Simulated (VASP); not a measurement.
Band structure of PbI2 (space group P6_3mc). Calculation: PBEsol GGA, VASP's PBE PAW potentials (set 64) (plane waves; VASP 6.6.1).

Unless said otherwise, spin-orbit coupling is left out, though it shifts the bands of the heavy elements here.

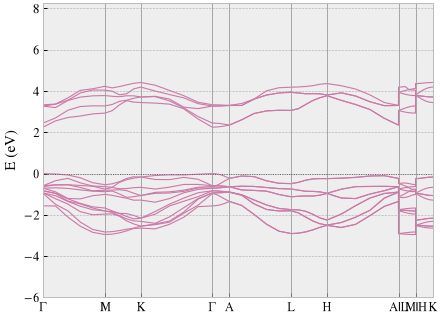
Figure: Bands along high-symmetry lines, zero at the valence-band maximum or, without a gap, the Fermi level

Task: Read the plot: is there a gap, and where are the band edges?

Result: The gap is direct, 2.25 eV, from the valence maximum at Γ to the conduction minimum at Γ.

The structure comes from a computed database's PbI2 entry (P6_3mc); how it stands against other phases isn't given here. The cell was not relaxed at this level. The k-mesh is coarse (spacing up to 0.43 per Å, 2π included), so the numbers may not be converged in it.
